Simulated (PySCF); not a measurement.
Potential energy surface of O3, singlet: map of symmetric stretch and bend. Scanned: O-O bond length and O-O-O angle.

Level of theory: M06-2X/cc-pVDZ (PySCF 2.14.0).

Energy in kcal/mol above the lowest grid point; x is the O-O bond length (Å), y the O-O-O angle (°).

| y \ x | 1.08 | 1.14 | 1.21 | 1.27 | 1.33 | 1.40 | 1.46 | 1.52 | 1.59 | 1.65 | 1.71 |
|---|---|---|---|---|---|---|---|---|---|---|---|
| 180 | 157.5 | 110.3 | 84.4 | 78.4 | 82.1 | 94.3 | 108.8 | 125.6 | 146.5 | 164.7 | 182.5 |
| 171.36 | 150.9 | 104.4 | 79.1 | 73.5 | 77.5 | 89.9 | 104.7 | 121.7 | 143.0 | 161.7 | 180.1 |
| 162.73 | 133.8 | 89.2 | 65.5 | 61.0 | 65.9 | 79.2 | 94.7 | 112.5 | 135.0 | 154.7 | 174.2 |
| 154.09 | 111.4 | 69.2 | 47.9 | 45.1 | 51.4 | 66.2 | 82.9 | 101.9 | 125.7 | 146.5 | 167.2 |
| 145.45 | 89.0 | 49.2 | 30.3 | 29.2 | 37.2 | 53.7 | 71.7 | 91.9 | 116.8 | 138.7 | 160.3 |
| 136.82 | 70.5 | 32.3 | 15.2 | 15.7 | 25.0 | 43.0 | 62.0 | 83.2 | 109.1 | 131.7 | 154.1 |
| 128.18 | 58.7 | 20.9 | 4.6 | 5.9 | 16.0 | 34.8 | 54.6 | 76.3 | 103.0 | 126.1 | 149.0 |
| 119.55 | 56.5 | 17.2 | 0.0 | 1.0 | 11.0 | 30.0 | 49.9 | 71.9 | 98.7 | 122.1 | 145.2 |
| 110.91 | 67.0 | 23.9 | 3.6 | 2.7 | 11.5 | 29.4 | 48.7 | 70.3 | 96.8 | 120.0 | 143.0 |
| 102.27 | 94.9 | 44.9 | 18.4 | 13.6 | 19.3 | 34.6 | 52.2 | 72.5 | 97.9 | 120.4 | 142.9 |
| 93.64 | 147.3 | 86.0 | 49.3 | 37.6 | 37.8 | 48.1 | 62.5 | 80.2 | 103.4 | 124.3 | 145.6 |
| 85 | 235.6 | 157.3 | 104.5 | 81.7 | 73.0 | 74.9 | 83.6 | 96.7 | 115.7 | 133.9 | 153.0 |

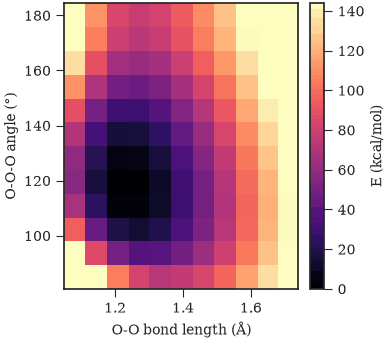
Figure. Energy surface, cut off at 144 kcal/mol.

Points that lie below all their neighbours on the grid: x = 1.21, y = 119.55 (0.0 kcal/mol).
